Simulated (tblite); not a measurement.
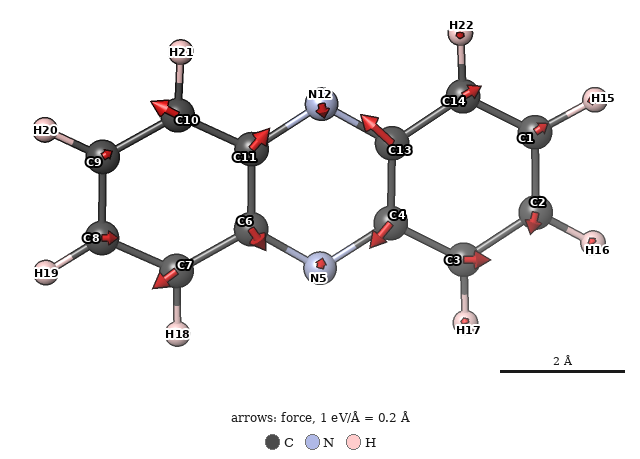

Starting geometry of C₁₂H₈N₂ with the computed forces as red arrows. Style: ball-and-stick. Shown at a tilt.

These are results of tblite, GFN2-xTB geometry optimisation, gas phase, not measurements. 

What follows when this structure is relaxed?

Answer. It isn't relaxed: the largest force vector, on C13, is 3.72 eV/Å. The final displacements follow the starting forces only in part (cosine between the two patterns 0.58). H21 moves most after the best rigid fit: 0.085 Å. By element the largest moves are H 0.085 Å, C 0.075 Å, N 0.021 Å. Among the contacts that change: C4–C13 1.383 → 1.437 Å, C10–C11 1.377 → 1.417 Å, N12–C13 1.369 → 1.331 Å, C2–C3 1.394 → 1.361 Å. Bond angles that change, for instance: N12–C13–C14 114.8° → 119.8°, C4–C13–C14 123.3° → 119.0°, C3–C2–H16 116.3° → 120.2°. The energy falls by 11.0 kcal/mol in 26 geometry steps. Cost: 0.43 s on 2 threads of Intel(R) Xeon(R) Platinum 8223CL CPU @ 3.00GHz (shared host).
